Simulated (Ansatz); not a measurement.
**One shape, several levels: triplet GeClF**

Wanted: a comparison of 6 runs (UHF/def2-TZVP, U-r2SCAN/def2-TZVP, U-revPBE/def2-TZVP, USVWN5/def2-TZVP, UMP2/def2-TZVP, UCCSD/def2-TZVP) of triplet GeClF. 

The calculation is run with Ansatz 0.2.0.

33 further runs of the same task are left out: 33 set aside as unsound or not needed.

## Step 1: The structure to begin with

GeClF has 3 atoms, charge 0, and is taken as a triplet. SMILES of the parent species: `[F][Ge][Cl]`. Geometry: relaxed at PBE0-D4/def2-TZVP. That shape belongs to the parent species and isn't relaxed for this state.

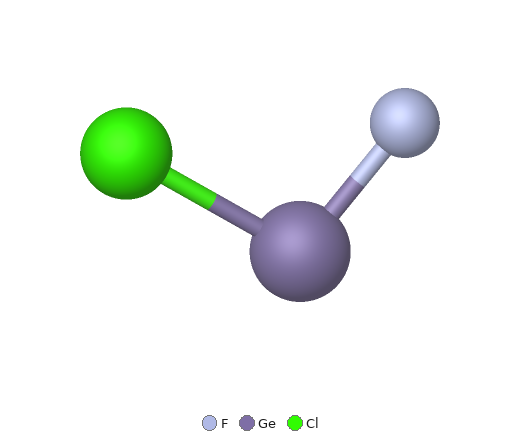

The structure, seen from a chosen angle (fluorine light blue, germanium purple, chlorine green).

## Step 2: A single-point energy at UHF/def2-TZVP (run 1)

The input, in.yaml:

```yaml
crystal:
  periodic: [false, false, false]
  atoms:
    - {symbol: F, position_ang: [0.110400, 1.418700, 0.206200]}
    - {symbol: Ge, position_ang: [-0.762800, 0.035600, -0.410300]}
    - {symbol: Cl, position_ang: [0.641600, -1.519100, 0.191000]}
basis:
  gaussian:
    orbitals: def2-TZVP
magnetization:
  spin_polarized: true
  initial_magnetization: 2
hamiltonian:
  xc: hf
accuracy: high
output: {orbitals: {seedname: orbitals}}
```

Started as:

```sh
$ ansatz run in.yaml --threads 1 --pin off --max-ram 3480MiB --events-out events.jsonl --progress --plain --runs-dir runs
```

The log of the run:

```text
Warning: RAYON_NUM_THREADS=1 ignored (pool sized by the plan → 1); use --threads N
Functional definition: HF
  name "HF"
  exchange = exact_x
  correlation = 0
1709 factors; integrals over basis functions are off by at most 4.6e-9 eV
mean field evaluation 1: about -71682.2866 eV, gradient 2.1e1 eV
mean field evaluation 2: about -71682.2969 eV, gradient 2.1e1 eV
mean field evaluation 4: about -71684.4092 eV, gradient 2.5e0 eV
mean field evaluation 8: about -71684.5394 eV, gradient 3.3e-1 eV
mean field evaluation 16: about -71684.5436 eV, gradient 2.6e-8 eV
mean field -71684.54363539 eV, -2634.3583890719 hartree, gradient 3.0e-8 eV, S^2 2.010496; 0 other end points of the search recorded, 0 dependent functions left out
reference -71684.54363539 eV, -2634.3583890719 hartree; 30, 28 occupied and 86, 88 virtual orbitals, 1709 factors
Total energy: -71684.54363539 eV, -2634.3583890719 hartree
```

It took 6 s on 1 thread of Arm Neoverse V2, shared host; peak memory 0.4 GiB.

## Step 3: A single-point energy at U-r2SCAN/def2-TZVP (run 2)

The input, run.yaml:

```yaml
crystal:
  periodic: [false, false, false]
  atoms:
    - {symbol: F, position_ang: [0.110400, 1.418700, 0.206200]}
    - {symbol: Ge, position_ang: [-0.762800, 0.035600, -0.410300]}
    - {symbol: Cl, position_ang: [0.641600, -1.519100, 0.191000]}
basis:
  gaussian: {orbitals: def2-TZVP}
magnetization: {spin_polarized: true, initial_magnetization: 2}
hamiltonian: {xc: r2scan}
accuracy: high
output: {orbitals: {seedname: orbitals}}
```

Started as:

```sh
$ ansatz run run.yaml --threads 1 --pin off --max-ram 3480MiB --events-out events.jsonl --progress --plain --runs-dir runs
```

The log of the run:

```text
Warning: RAYON_NUM_THREADS=1 ignored (pool sized by the plan → 1); use --threads N
Functional definition: r2SCAN
  name "r2SCAN"
  parameter k0 = 0.174
  parameter k1 = 0.065
  parameter a1 = 4.9479
  exchange = r2scan_x(k0 = k0, k1 = k1, a1 = a1)
  correlation = r2scan_c
1709 factors; integrals over basis functions are off by at most 4.6e-9 eV
mean field evaluation 1: about -71753.9939 eV, gradient 2.8e1 eV
mean field evaluation 2: about -71721.3139 eV, gradient 9.6e1 eV
mean field evaluation 4: about -71756.1671 eV, gradient 6.9e0 eV
mean field evaluation 8: about -71756.3661 eV, gradient 2.5e-1 eV
mean field evaluation 16: about -71756.3664 eV, gradient 2.7e-4 eV
mean field evaluation 32: about -71756.3528 eV, gradient 1.2e0 eV
mean field -71756.36637072 eV, -2636.9978259118 hartree, gradient 5.4e-8 eV, S^2 2.005066; 1 other end points of the search recorded, 0 dependent functions left out
reference -71756.36637248 eV, -2636.9978259768 hartree; 30, 28 occupied and 86, 88 virtual orbitals, 1709 factors
Total energy: -71756.36637248 eV, -2636.9978259768 hartree
```

It took 26 s on 1 thread of Arm Neoverse V2, shared host; peak memory 0.39 GiB.

## Step 4: The energy at U-revPBE/def2-TZVP (run 3)

The input, run.yaml:

```yaml
crystal:
  periodic: [false, false, false]
  atoms:
    - symbol: F
      position_ang: [0.110400, 1.418700, 0.206200]
    - symbol: Ge
      position_ang: [-0.762800, 0.035600, -0.410300]
    - symbol: Cl
      position_ang: [0.641600, -1.519100, 0.191000]
basis:
  gaussian: {orbitals: def2-TZVP}
magnetization: {spin_polarized: true, initial_magnetization: 2}
hamiltonian: {xc: {name: revPBE}}
accuracy: high
output: {orbitals: {seedname: orbitals}}
```

Started as:

```sh
$ ansatz run run.yaml --threads 1 --pin off --max-ram 3480MiB --events-out events.jsonl --progress --plain --runs-dir runs
```

The log of the run:

```text
Warning: RAYON_NUM_THREADS=1 ignored (pool sized by the plan → 1); use --threads N
Functional definition: revPBE
  name "revPBE"
  parameter kappa = 1.245
  parameter beta = 0.06672455060314922
  exchange = pbe_x(kappa = kappa, mu = beta*pi^2/3)
  correlation = pbe_c(beta = beta)
1709 factors; integrals over basis functions are off by at most 4.6e-9 eV
mean field evaluation 1: about -71748.3961 eV, gradient 3.0e1 eV
mean field evaluation 2: about -71703.3298 eV, gradient 1.1e2 eV
mean field evaluation 4: about -71750.5604 eV, gradient 9.7e0 eV
mean field evaluation 8: about -71750.9879 eV, gradient 2.3e-1 eV
mean field evaluation 16: about -71750.9881 eV, gradient 3.3e-5 eV
mean field evaluation 32: about -71748.9000 eV, gradient 1.0e-1 eV
mean field -71750.98809166 eV, -2636.8001778019 hartree, gradient 8.8e-8 eV, S^2 2.002598; 4 other end points of the search recorded, 0 dependent functions left out
reference -71750.98809476 eV, -2636.8001779157 hartree; 30, 28 occupied and 86, 88 virtual orbitals, 1709 factors
Total energy: -71750.98809476 eV, -2636.8001779157 hartree
```

Run time: 16 s. Hardware: 1 thread of Arm Neoverse V2, shared host; peak memory 0.3 GiB.

Runs 4 to 5 aren't shown in full; the table further down has their settings and results.

## Step 5: The energy at UCCSD/def2-TZVP (run 6)

The input, input.yaml:

```yaml
basis:
  gaussian: {orbitals: def2-TZVP}
crystal:
  periodic: [false, false, false]
  atoms:
    - {symbol: F, position_ang: [0.110400, 1.418700, 0.206200]}
    - {symbol: Ge, position_ang: [-0.762800, 0.035600, -0.410300]}
    - {symbol: Cl, position_ang: [0.641600, -1.519100, 0.191000]}
magnetization: {spin_polarized: true, initial_magnetization: 2}
correlation: {method: ccsd, frozen_orbitals: {Cl: 5, F: 1, Ge: 9}}
accuracy: high
scf: {omitted_lower_state_checks: [cluster_reference, increment]}
```

Started as:

```sh
$ ansatz run input.yaml --threads 1 --pin off --max-ram 3480MiB --events-out events.jsonl --progress --plain --runs-dir runs
```

The log of the run, cut to the lines that bear on the results:

```text
Warning: RAYON_NUM_THREADS=1 ignored (pool sized by the plan → 1); use --threads N
[... 2 set-up lines as earlier in the session ...]
[...]
1709 factors; integrals over basis functions are off by at most 4.6e-9 eV
[...]
mean field -71684.54363539 eV, -2634.3583890719 hartree, gradient 3.0e-8 eV, S^2 2.010496; 3 other end points of the search recorded, 0 dependent functions left out
15 core orbitals not correlated: weight in the atoms' cores, before any rotation towards them, 1.000 or more for the frozen orbitals, at most 0.000 for the correlated occupied ones
reference -71684.54363539 eV, -2634.3583890719 hartree; 15, 13 occupied and 86, 88 virtual orbitals, 1709 factors
second order -17.25868182 eV of doubles, -0.00000000 eV of singles
cycle   1  -17.10799437 eV  change    1.5e-1 eV  update   1.0e-1
[...]
cycle  27  -17.66022274 eV  change  -7.5e-10 eV  update   1.9e-9
Total energy: -71702.20385813 eV, -2635.0073902869 hartree
Checks for a lower state left out: cluster_reference, increment
```

It took 55 s on 1 thread of Arm Neoverse V2, shared host; peak memory 1.3 GiB.

## Step 6: All runs side by side

| run | level | frozen core orbitals | energy (Eh) | HOMO energy (eV) | ⟨S²⟩ | wall time |
| --- | --- | --- | --- | --- | --- | --- |
| 1 | UHF/def2-TZVP | – | -2634.358389 | -8.51 | 2.010 | 6 s |
| 2 | U-r2SCAN/def2-TZVP | – | -2636.997826 | -4.66 | 2.005 | 26 s |
| 3 | U-revPBE/def2-TZVP | – | -2636.800178 | -4.22 | 2.003 | 16 s |
| 4 | USVWN5/def2-TZVP | – | -2631.818500 | -4.26 | 2.001 | 7.8 s |
| 5 | UMP2/def2-TZVP | 15 | -2634.992634 | – | 2.010 | 11 s |
| 6 | UCCSD/def2-TZVP | 15 | -2635.007390 | – | 2.010 | 55 s |

## Step 7: What came out

| quantity | value |
| --- | --- |
| run 6: total energy | -2635.00739 Eh |
| run 6: correlation energy (15 core orbitals frozen) | -649.0 mEh |
| run 6: ⟨S²⟩ of the reference determinant | 2.010 |
| run 6: T1 diagnostic | 0.017 |

**Reading.** Below the UHF energy at the same shape and in the same basis (def2-TZVP): UMP2 -634.2 mEh; UCCSD -649.0 mEh. Totals of different functionals can't be ranked against each other. All runs together took 2 min, the longest 55 s.
